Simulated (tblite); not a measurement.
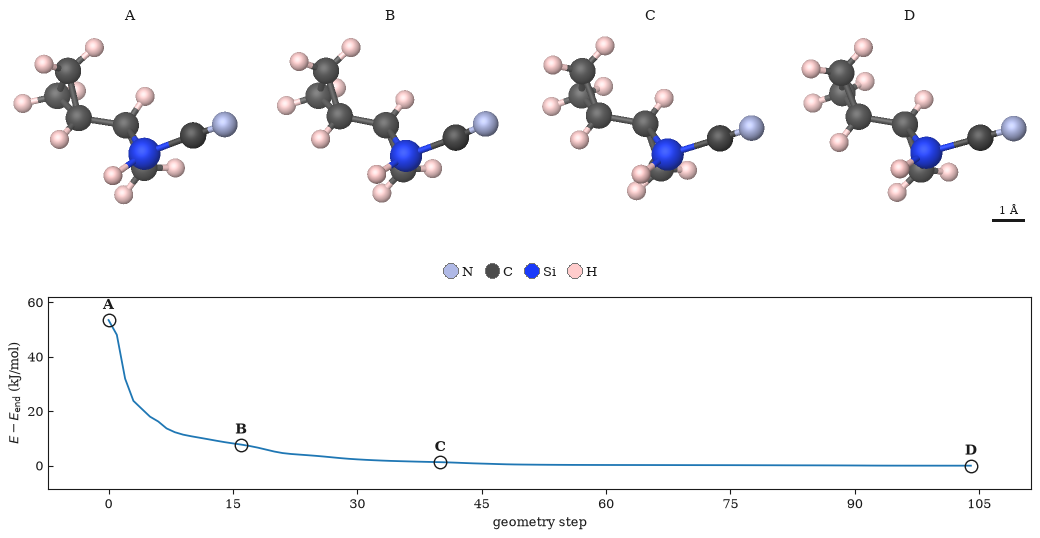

Frames of a relaxation of C6H9NSi, marked on the history of the run. Style: ball-and-stick. Shown from a free direction.

Method: GFN2-xTB geometry optimisation, gas phase in tblite 0.8.0. 

**What happens along the run?**

The energy falls by 53.5 kJ/mol in 104 geometry steps. The atom that moves furthest after the best rigid fit is an H atom (0.50 Å). By element the largest moves are H 0.50 Å, N 0.41 Å, C 0.27 Å, Si 0.13 Å. Among the contacts that change: C–H 1.130 → 1.079 Å, C–C 1.490 → 1.538 Å, C–Si 1.813 → 1.849 Å, C–C 1.532 → 1.500 Å. Among the angles between lasting bonds that change: C–C–C 111.6° → 120.1°, C–Si–H 115.9° → 123.8°, Si–C–C 113.3° → 120.7°. The run took 1.3 s on 1 thread of Arm Neoverse N1, on a shared host. From step 0 to 16: an H atom moves most (0.25 Å), energy −45.8 kJ/mol. From step 16 to 40: an H atom moves most (0.29 Å), energy −6.46 kJ/mol. From step 40 to 104: an H atom moves most (0.21 Å), energy −1.29 kJ/mol.
